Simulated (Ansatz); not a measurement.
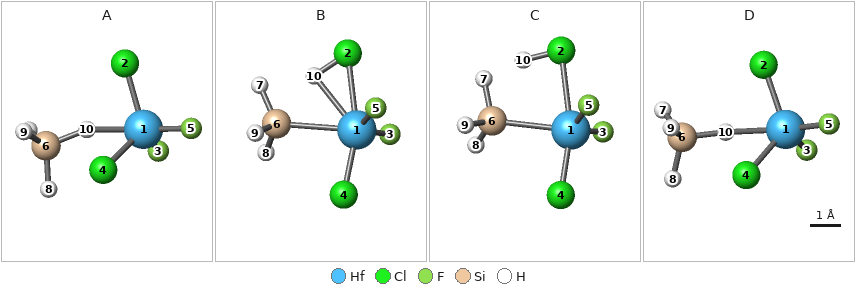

4 geometries from a converged minimum-energy path of HfSiH₄Cl₂F₂, shuffled. The picture is a ball-and-stick view, seen at a tilt.

Method: RKS PBE-D4/def2-SVP in Ansatz. Run with 7 movable images; climbing image; force threshold 0.05 eV/Å; iteration limit 60; starting path through a guess of the saddle point.

One of them is the converged climbing image. Which?

Answer. B. In order along the path, whose images run from 0 to 8: A (image 1, +0.01 eV), D (image 2, +0.04 eV), B (image 6, +1.90 eV), C (image 8, +1.80 eV). Breaking: Si6–H10 (1.52 → 2.12 at the top → 2.40 Å). Forming: Cl2–H10 (2.88 → 1.39 at the top → 1.35 Å), Hf1–Si6 (3.64 → 2.82 at the top → 2.78 Å).

Cost: 6.4 min on 4 threads of Intel(R) Xeon(R) Platinum 8259CL CPU @ 2.50GHz (Skylake/Cascade Lake) (shared host), peak memory 0.25 GiB.
